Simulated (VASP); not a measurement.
Band structure of CdTe (zinc blende). Level of theory: r2SCAN+rVV10, VASP's PBE PAW potentials (set 64) (plane waves; VASP).

Unless said otherwise, spin-orbit coupling is left out, though it shifts the bands of the heavy elements here.

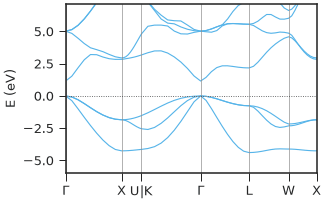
Figure: Bands along high-symmetry lines, zero at the valence-band maximum or, without a gap, the Fermi level

Question: Read the plot: is there a gap, and where are the band edges?

Answer: The gap is direct, 1.16 eV, from the valence maximum at Γ to the conduction minimum at Γ.

Measured: gap 1.63 eV (computed value off by -0.47 eV), as given by Anna Miglio et al., npj Computational Materials (2020), arXiv:2011.12765 [zero-point renormalisation of 16 meV (experimental, the table's column) added back].

The compound is CdTe in the zinc blende structure. It was relaxed first.
